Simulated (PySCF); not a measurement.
**One shape, several levels: CH5ClSeSi (SMILES C[Se][SiH2]Cl)**

Wanted: a comparison of 5 runs (HF/3-21G, HF/def2-SVP, HF/def2-TZVP, B3LYP/6-31G*, PBE0/def2-SVP) of CH5ClSeSi. Input form: a Python script.

The results are computed with PySCF 2.14.0.

## (1) The molecule

CH5ClSeSi: 9 atoms, total charge 0, spin state singlet. As SMILES, `C[Se][SiH2]Cl`. The shape is that of a PBE0-D4/def2-TZVP optimisation. This is one conformer, not always the lowest.

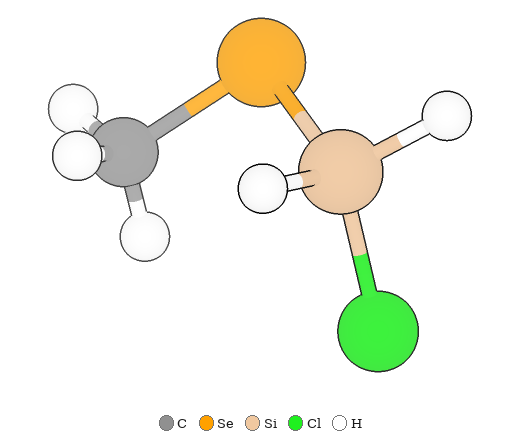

The structure, seen from a chosen angle (carbon grey, selenium orange, silicon light orange, chlorine green, hydrogen white).

## (2) Energy and gradient at HF/3-21G (run 1)

job.py

```python
# C[Se][SiH2]Cl
from pyscf import gto

system = gto.M(
    atom='''
C      0.041763     2.397496    -1.844751
Se     2.754276     0.400433    -0.311427
Si     0.239995    -2.196429     1.924497
Cl    -1.999330    -4.422337    -0.354513
H      0.962626     3.811956    -3.019971
H     -1.071097     3.324784    -0.385693
H     -1.142906     1.189205    -3.011657
H      1.911080    -3.851073     3.436656
H     -1.529166    -0.741529     3.534733
''',
    verbose=4,
    basis='3-21g',
    charge=0,
    max_memory=1860,
    unit='bohr',
)

mf = system.RHF()
mf.conv_tol = 1e-10
mf.kernel()
if not mf.converged:
    mf = mf.newton().run(mf.mo_coeff, mf.mo_occ)

e_final = mf.e_tot
print(f'total energy: {e_final:.8f} hartree')
grad = mf.nuc_grad_method().kernel()
mf.analyze()
```

Launch:

```sh
$ OMP_NUM_THREADS=1 python job.py
```

Log:

```text
PySCF version 2.14.0

[... 79 lines left out ...]
Total Energy =                       -3173.777115055241666
[... 10 lines left out ...]
MO #4   energy= -60.3763153975131  occ= 2
[... 8 lines left out ...]
MO #13  energy= -7.9553543885434   occ= 2
[... 8 lines left out ...]
MO #22  energy= -2.54712047132397  occ= 2
[... 8 lines left out ...]
MO #31  energy= -0.607195899157572 occ= 2
[... 8 lines left out ...]
MO #40  energy= 0.132377155989142  occ= 0
[... 8 lines left out ...]
MO #49  energy= 0.478257934090105  occ= 0
[... 8 lines left out ...]
MO #58  energy= 0.933905945341656  occ= 0
[... 8 lines left out ...]
MO #67  energy= 1.93194434651017   occ= 0
[... 79 lines left out ...]
Dipole moment(X, Y, Z, Debye):  0.09012,  2.11304,  1.11056
```

Wall time 9.9 s (1 thread of Intel Xeon at 2.50GHz (Skylake/Cascade Lake), shared host); peak memory 0.14 GiB.

## (3) Energy and gradient at HF/def2-SVP (run 2)

start.xyz

```xyz
9
CH5ClSeSi
C      0.022100     1.268700    -0.976200
Se     1.457500     0.211900    -0.164800
Si     0.127000    -1.162300     1.018400
Cl    -1.058000    -2.340200    -0.187600
H      0.509400     2.017200    -1.598100
H     -0.566800     1.759400    -0.204100
H     -0.604800     0.629300    -1.593700
H      1.011300    -2.037900     1.818600
H     -0.809200    -0.392400     1.870500
```

run.py

```python
import pyscf.grad
from pyscf import gto

mol = gto.M(
    atom='start.xyz',
    max_memory=1860,
    verbose=3,
    spin=0,
    basis='def2-svp',
)

hf = mol.RHF()
hf.conv_tol = 1e-10
hf.kernel()
if not hf.converged:
    hf = hf.newton().run(hf.mo_coeff, hf.mo_occ)

e_tot = hf.e_tot
print('Final energy', e_tot)
grad = hf.Gradients().kernel()
dip = hf.dip_moment()
pop, q = hf.mulliken_pop()
```

Launch:

```sh
$ OMP_NUM_THREADS=1 python run.py
```

Log:

```text
converged SCF energy = -3188.56478868094
Final energy -3188.5647886809434
[... 8 lines left out ...]
Dipole moment(X, Y, Z, Debye): -0.44791,  1.45369,  0.39288
[... 117 lines left out ...]
charge of    8H =     -0.12166
```

It took 32 s on 1 thread of Intel Xeon at 2.50GHz (Skylake/Cascade Lake), shared host; peak memory 0.24 GiB.

Runs 3 to 4 aren't shown in full; the table further down has their settings and results.

## (4) Energy and forces at PBE0/def2-SVP (run 5)

input.py

```python
import pyscf.grad
from pyscf import gto, dft

system = gto.M(
    atom='''
C      0.041763     2.397496    -1.844751
Se     2.754276     0.400433    -0.311427
Si     0.239995    -2.196429     1.924497
Cl    -1.999330    -4.422337    -0.354513
H      0.962626     3.811956    -3.019971
H     -1.071097     3.324784    -0.385693
H     -1.142906     1.189205    -3.011657
H      1.911080    -3.851073     3.436656
H     -1.529166    -0.741529     3.534733
''',
    max_memory=1860,
    charge=0,
    verbose=4,
    unit='bohr',
    basis='def2-svp',
    spin=0,
)

mf = dft.RKS(system)
mf.xc = 'pbe0'
mf.conv_tol = 1e-10
mf.grids.level = 5
mf.kernel()
if not mf.converged:
    mf = mf.newton().run(mf.mo_coeff, mf.mo_occ)

etot = mf.e_tot
print('Final energy', etot)
grad = mf.Gradients().kernel()
mf.analyze()
```

Launch:

```sh
$ OMP_NUM_THREADS=1 python input.py
```

Log:

```text
PySCF version 2.14.0

[... 91 lines left out ...]
Total Energy =                       -3191.262791523042324
[... 15 lines left out ...]
MO #9   energy= -9.52603564747013  occ= 2
[... 13 lines left out ...]
MO #23  energy= -2.13821761066804  occ= 2
[... 13 lines left out ...]
MO #37  energy= -0.309247565070368 occ= 2
[... 13 lines left out ...]
MO #51  energy= 0.34300948881203   occ= 0
[... 13 lines left out ...]
MO #65  energy= 0.660048328937247  occ= 0
[... 13 lines left out ...]
MO #79  energy= 1.01241842501841   occ= 0
[... 13 lines left out ...]
MO #93  energy= 1.95261783552677   occ= 0
[... 13 lines left out ...]
MO #107 energy= 3.45212889777087   occ= 0
[... 119 lines left out ...]
Dipole moment(X, Y, Z, Debye): -0.35816,  1.41613,  0.22016
```

It took 86 s on 1 thread of Intel Xeon at 2.50GHz (Skylake/Cascade Lake), shared host; peak memory 1.1 GiB.

## (5) All runs side by side

```tsv
run	level	Cartesian functions	integration grid	energy (Eh)	dipole moment (D)	HOMO energy (eV)	LUMO energy (eV)	wall time
1	HF/3-21G	no	–	-3173.777115	2.39	-9.60	3.07	9.9 s
2	HF/def2-SVP	no	–	-3188.564789	1.57	-9.45	3.51	32 s
3	HF/def2-TZVP	no	–	-3189.170885	1.57	-9.46	2.87	3.2 min
4	B3LYP/6-31G* (Cartesian functions)	yes	5	-3192.172142	1.70	-6.60	-0.41	1.8 min
5	PBE0/def2-SVP	no	5	-3191.262792	1.48	-6.86	-0.05	86 s
```

## (6) Results

```
                       quantity           value
            run 5: total energy  -3191.26279 Eh
           run 5: dipole moment          1.48 D
             run 5: HOMO energy        -6.86 eV
             run 5: LUMO energy        -0.05 eV
           run 5: HOMO–LUMO gap         6.81 eV
run 5: largest force on an atom      0.337 eV/Å
```

In words: The dipole moment (its size) runs from 1.48 D (PBE0/def2-SVP) to 2.39 D (HF/3-21G). The two ends differ in method and basis. The HOMO–LUMO gap runs from 6.19 eV (B3LYP/6-31G*) to 12.96 eV (HF/def2-SVP). Totals of different functionals can't be ranked against each other. All runs together took 7.2 min, the longest 3.2 min.
